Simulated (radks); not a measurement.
Method: Dirac Kohn-Sham, PBE, spin-unpolarised, spherical densities, finite nucleus; computed with the in-house radial solver radks. The occupation of the 3p shell is varied from Cl²⁺ ([Ne] 3s2 3p3 (3p1/2: 2, 3p3/2: 1)) to Cl⁺ ([Ne] 3s2 3p4 (3p1/2: 2, 3p3/2: 2)), with spherical fractional occupations. Wanted, and plotted below: the total energy less the straight line between the end points, and the eigenvalue of 3p3/2 (the dashed line is minus the energy to take the whole electron out).

The curve is convex (below the straight line), with the largest deviation among the points computed, −1.53 eV, at 0.5. The end points differ by 25.4 eV, the energy to take the electron out. The eigenvalue, which is the slope of the energy (Janak's theorem), moves from −31.6 eV at 0 to −19.4 eV at 1; for a straight line it would stay constant, and a parabola would sag by an eighth of this change, scaled to a whole electron, 1.53 eV. Convexity is the mark of the delocalisation error, which puts fractional charges too low; for p, d and f shells the spherical spreading of the fraction adds to it.

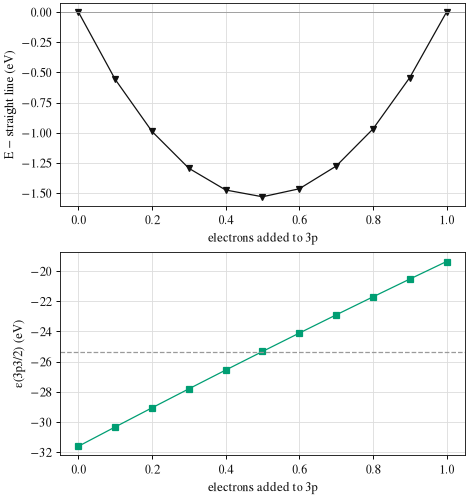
